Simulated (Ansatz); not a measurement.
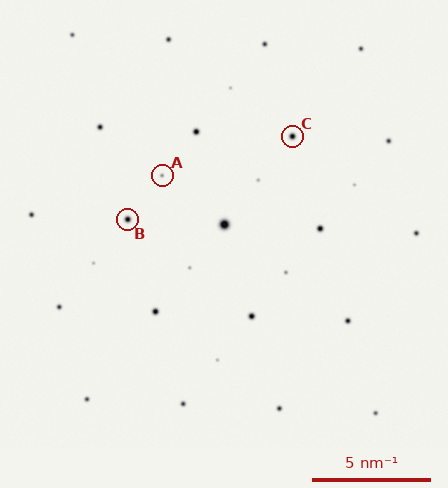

Computed electron diffraction pattern, 200 kV, single scattering only, B = 0.3 Å². The zone axis points towards the electron source and the pattern is seen from the source side.

Crystal: LaPd₃O, space group Pm-3m (No. 221), a = 4.230 Å. Structure: the end point of a relaxation (final pressure about 23 GPa) with DFT, PAW plane waves, pbe (Ansatz); the starting structure was generated, so it need not be a known form of this composition.

Spot A is indexed -1 1 0 and spot B -1 1 1.

Q: What are the indices of the remaining marked spot?

A: C = 2A − 2B = 0 0 -2 (d = 2.115 Å).

Q: Find the zone axis.

A: The cross product of A and B is parallel to [110]; every spot obeys hu + kv + lw = 0.

Q: What are the spacings of A and B and the angle between them?

A: d(A) = 2.991 Å, d(B) = 2.442 Å, and the angle is 35.3°.
